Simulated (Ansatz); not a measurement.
A relaxed structure of TiAl. Space group P4/mmm (No. 123), AFLOW prototype AB_tP2_123_a_d (L1_0, as in CuAu). Method: PBE (plane waves to 420 eV, PAW, scalar-relativistic; Ansatz, a program for electronic structure).

```cif
data_AlTi
_chemical_formula_sum 'Ti1 Al1'
_space_group_name_H-M_alt 'P 1'
_space_group_IT_number 1
_cell_length_a 2.82420
_cell_length_b 2.82420
_cell_length_c 4.07074
_cell_angle_alpha 90.000
_cell_angle_beta 90.000
_cell_angle_gamma 90.000
loop_
_space_group_symop_operation_xyz
  'x, y, z'
loop_
_atom_site_label
_atom_site_type_symbol
_atom_site_fract_x
_atom_site_fract_y
_atom_site_fract_z
_atom_site_occupancy
Ti1 Ti 0.00000 0.00000 0.00000 1
Al1 Al 0.50000 0.50000 0.50000 1
```

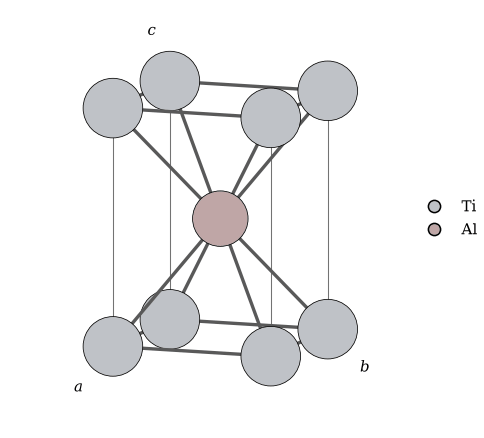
Figure. The conventional cell of the relaxed structure

```yaml
volume_per_atom: 16.23 Å³
band_gap: no gap (metallic)
shortest_distances: Ti–Ti 2.82 Å; Al–Al 2.82 Å; Al–Ti 2.85 Å
k-mesh: 16×16×12
```

Band energies at high-symmetry points (eV from the Fermi level; labels of this space group; no spin-orbit coupling), from −5 eV up to 3.5 eV:

```csv
point,energies
Γ,-1.86 -0.84 -0.36 2.16 2.16 3.30
X,-4.56 -4.52 -1.70 -0.25 1.74 2.52
M,-3.18 -0.46 -0.46 -0.40 -0.21 -0.21
Z,-0.68 0.64 1.81 1.81 3.31
R,-4.91 -2.93 -1.20 -1.15 1.37 1.79 2.29
A,-2.51 -2.25 -2.25 1.76 2.13 2.70
```

No spin polarisation in the result.

It was reached from a disturbed copy of a P6₃/mmc (No. 194) cell, against which it lies -0.18 eV/atom.

The first start was generated by placing the elements on the sites of a structure type. A measured structure of TiAl has the same space group, P4/mmm (No. 123); the sites were not compared with it.
